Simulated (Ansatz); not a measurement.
# The cluster Si2W: reading failed and doubtful runs

Aim: try 2 inputs for the cluster Si2W as typed, read how each ends, and find what has to change.

The runs use Ansatz 0.2.0, Gaussian basis; the settings change from run to run.

1 further run of the same task is left out (set aside as unsound or not needed).

### Step 1. The geometry

The structure was relaxed beforehand with r2SCAN-D4 in a triple-zeta def2 set. W takes a core potential in def2 sets; no spin-orbit term is included.

3 atoms, charge 0, spin multiplicity 1.

Atoms are counted from 1 here; the program's logs count them from 0.

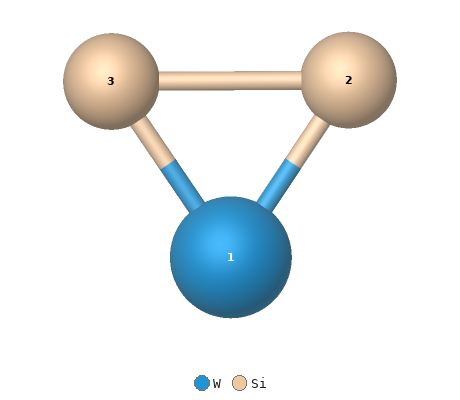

The structure; tungsten blue, silicon light orange; atoms are numbered from 1 in the order of the file.

### Step 2. Attempt 1

Input file in.yaml:

```yaml
crystal:
  periodic: [false, false, false]
  atoms:
    - {symbol: W, position_ang: [-1.159294, -0.082465, -0.432429]}
    - {symbol: Si, position_ang: [0.911362, -0.935321, -0.486843]}
    - {symbol: Si, position_ang: [0.247942, 1.017776, 0.919272]}
basis:
  gaussian: {orbitals: def2-SVP}
hamiltonian: {xc: {name: HF}, dispersion: d4}
scf: {omitted_lower_state_checks: [starts]}
output: {forces: true}
```

Launch:

```console
ansatz run in.yaml --threads 4 --pin off --events-out ev --progress --plain --max-ram 3916MiB
```

The program printed:

```text
Functional definition: HF
  name "HF"
  cite "Fock, Z. Phys. 61, 126 (1930) doi:10.1007/BF01340294"
  parent pbe
  exchange = exact_x
  correlation = 0
these checks for a lower state are left out or cut short: starts
649 factors; integrals over basis functions are off by at most 7.7e-4 eV
mean field evaluation 1: about -17518.9847 eV, gradient 1.8e1 eV
mean field evaluation 2: about -17519.0552 eV, gradient 1.8e1 eV
mean field evaluation 4: about -17520.1378 eV, gradient 5.8e0 eV
mean field evaluation 8: about -17520.3563 eV, gradient 1.0e0 eV
mean field evaluation 16: about -17520.3911 eV, gradient 2.6e-5 eV
mean field -17520.39111026 eV, -643.8624975545 hartree, gradient 2.6e-5 eV, S^2 0.000000; 0 other end points of the search recorded, 0 dependent functions left out
the calculation of the forces begins
reference -17520.39111026 eV, -643.8624975545 hartree; 21, 21 occupied and 47, 47 virtual orbitals, 649 factors
Total energy: -17520.79674587 eV, -643.8774043882 hartree
Atom 0 at    -1.159294    -0.082465    -0.432429 Å, force    -0.648567    -0.046133    -0.241922 eV/Å
Atom 1 at     0.911362    -0.935321    -0.486843 Å, force     0.307796     0.071607     0.155907 eV/Å
Atom 2 at     0.247942     1.017776     0.919272 Å, force     0.340771    -0.025474     0.086015 eV/Å
Dipole moment:    -0.902384    -0.064187    -0.336598 e Å
Checks for a lower state left out: starts
```

Wall time 0.4 s (4 threads of Arm Neoverse V1, shared host).

The program accepted this input and the run converged.

### Step 3. Attempt 2

Input file in.yaml:

```yaml
crystal:
  periodic: [false, false, false]
  atoms:
    - {symbol: W, position_ang: [-2.550446, -0.181422, -0.951344]}
    - {symbol: Si, position_ang: [2.004995, -2.057707, -1.071054]}
    - {symbol: Si, position_ang: [0.545473, 2.239107, 2.022398]}
basis:
  gaussian: {orbitals: def2-TZVPD}
hamiltonian: {xc: {name: SVWN5}}
scf: {omitted_lower_state_checks: [starts]}
```

Same command.

The program printed:

```text
Functional definition: SVWN5
  name "SVWN5"
  cite "Dirac, Proc. Camb. Phil. Soc. 26, 376 (1930) doi:10.1017/S0305004100016108"
  cite "Slater, Phys. Rev. 81, 385 (1951) doi:10.1103/PhysRev.81.385"
  cite "Vosko, Wilk & Nusair, Can. J. Phys. 58, 1200 (1980) doi:10.1139/p80-159"
  exchange = slater_x
  correlation = vwn5_c
these checks for a lower state are left out or cut short: starts
896 factors; their error is unknown
mean field evaluation 1: about -17408.9727 eV, gradient 1.2e2 eV
mean field evaluation 2: about -16212.5557 eV, gradient 2.3e2 eV
mean field evaluation 4: about -17418.3770 eV, gradient 1.3e2 eV
mean field evaluation 8: about -17418.3769 eV, gradient 1.3e2 eV
mean field evaluation 16: about -17499.4828 eV, gradient 1.7e-2 eV
mean field evaluation 32: about -17499.3589 eV, gradient 3.7e0 eV
mean field -17499.57333887 eV, -643.0974585665 hartree, gradient 3.0e-6 eV, S^2 0.000000; 0 other end points of the search recorded, 0 dependent functions left out
reference -17499.57337574 eV, -643.0974599214 hartree; 21, 21 occupied and 108, 108 virtual orbitals, 896 factors
Total energy: -17499.57337574 eV, -643.0974599214 hartree
Checks for a lower state left out: starts
```

Wall time 3.8 s (4 threads of Arm Neoverse V1, shared host).

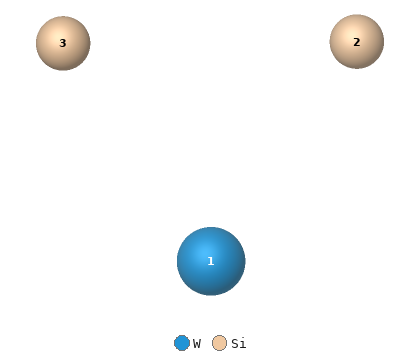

The geometry of this input.

What is wrong: The run converged, but a converged run isn't a right one. The geometry is stretched to more than twice its size. The shortest distance is 4.93 Å (W1–Si3), against 2.24 Å in the relaxed molecule. Its energy is no property of the relaxed molecule. Fix: use the relaxed coordinates.

### Step 4. How the tries ended

| attempt | level | ended | cause | time |
| --- | --- | --- | --- | --- |
| 1 | HF/def2-SVP | converged |  | 0.4 s |
| 2 | SVWN5/def2-TZVPD | converged | the geometry is stretched to more than twice its size | 3.8 s |

**Reading.** 2 converged. The dangerous case is the input that converges on a wrong geometry, charge, spin, basis or grid: often only a look at the input shows it.
